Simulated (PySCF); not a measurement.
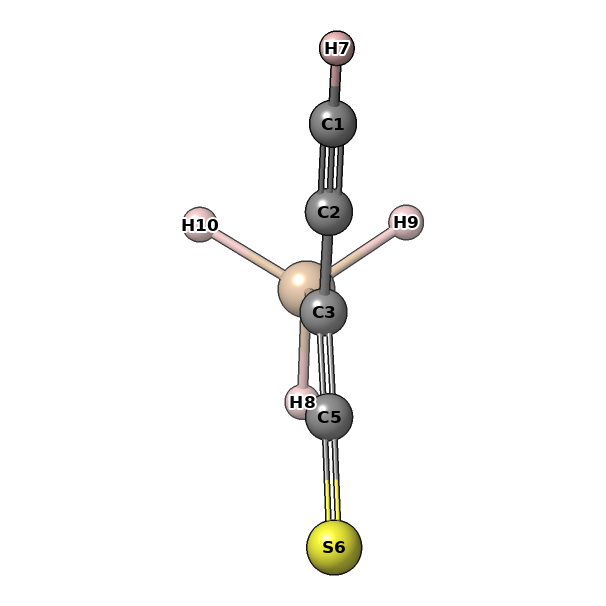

Si4 lies behind C3. The molecule seen nearly along the C3–Si4 bond, C3 in front. Atoms fade into the background with distance from the viewer. The computed structure is the end point of a GFN2-xTB optimisation. No frequency run is at hand to confirm it as a minimum.

### What is the torsion angle C2–C3–Si4–H8? The sign is positive where the front bond must turn clockwise to cover the back bond.

180°, antiperiplanar (anti).
